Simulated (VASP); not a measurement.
Band structure of HfC (space group Fm-3m). These are PBEsol GGA, VASP's PBE PAW potentials (set 64) (plane waves; VASP 6.6.1) values and carry that method's errors.

Unless said otherwise, spin-orbit coupling is left out, though it shifts the bands of the heavy elements here.

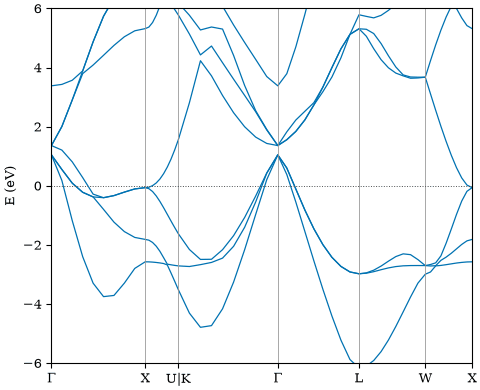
Figure. Bands along high-symmetry lines, zero at the valence-band maximum or, without a gap, the Fermi level

Q: Read the plot: is there a gap, and where are the band edges?

A: It has no gap at this level: it comes out as a metal or semimetal.

The structure is a typed HfC crystal (Fm-3m). The cell was not relaxed at this level.
